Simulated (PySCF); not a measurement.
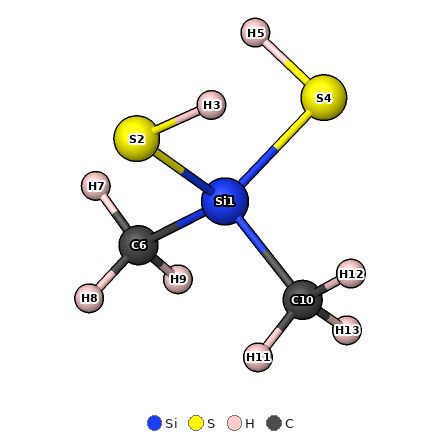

C₂H₈S₂Si (Si(SH)2Me2), SMILES C[Si](C)(S)S. Vertical core-electron binding energies by ΔSCF (SCAN, pcX-2 on the ionised atom, pcseg-1 elsewhere, spin-free X2C; PySCF 2.14.0, at a PBE0-D3(BJ)/def2-SVP geometry (no frequency check)), gas phase, against the vacuum level. One atom of each kind was ionised; within a panel, areas follow the number of like atoms and 2j + 1 (2p levels are split by first-order spin-orbit coupling, an approximation), each panel is scaled alone, Gaussians of 0.4 eV full width. Only the regions named are shown.

**Predict the Si 2p and S 2p photoelectron lines.**

| level | atoms | binding energy (eV) |
| --- | --- | --- |
| Si 2p1/2 | Si1 | 107.7 |
| Si 2p3/2 | Si1 | 107.1 |
| S 2p1/2 | S2, S4 | 170.4 |
| S 2p3/2 | S2, S4 | 169.1 |

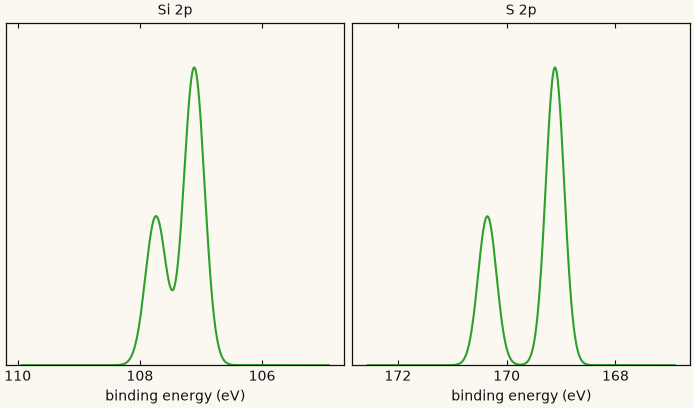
